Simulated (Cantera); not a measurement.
Input: 1 mol Al, a varied amount of H2O, 450 mol H2, held at 825 K and 7.50 Torr.

These are equilibrium values from Cantera (NASA tables, ideal gas, pure condensed phases), not measurements of a reactor. Candidate condensed phases: Al, Al2O3, H2O; 19 gas species. Rates play no part.

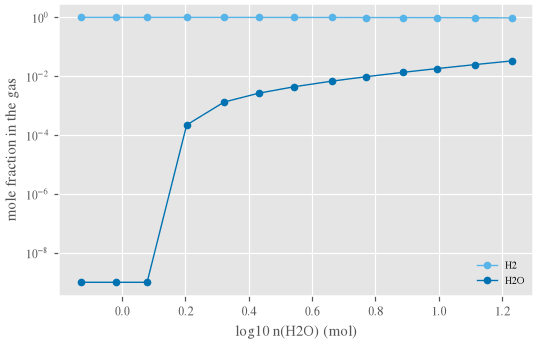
Figure. Equilibrium gas composition (values under 1e-9 drawn at 1e-9)

From 0.74 mol H2O to 1.2 mol H2O the condensed part is Al(s) + Al2O3(s). From 1.6 mol H2O to 17 mol H2O the condensed part is Al2O3(s).
